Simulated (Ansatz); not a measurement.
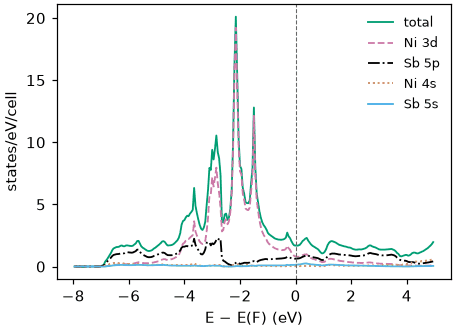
Total and projected density of states of NiSb (NiAs type, space group No. 194), plane-wave PAW r²SCAN (Ansatz code)

Which orbitals carry the states next to the Fermi level?

Within 0.5 eV of the Fermi level: Ni 3d 52 %, Sb 5p 35 %, Sb 5s 8 %. Projections are on Löwdin-orthogonalised atomic valence shells; empty p or d shells of many metals are not among them.

Where is the tallest occupied peak in this window, and what makes it?

Near -2.1 eV, about 20 states/eV per cell; the largest projected share is Ni 3d.

Space group P6_3/mmc (NiAs type). Symmetry was held in the r²SCAN relaxation. The workflow began spin-polarised and lost its moments. Spin–orbit coupling is left out wherever it is not named.

Potentials: the later of the program's two PAW sets.
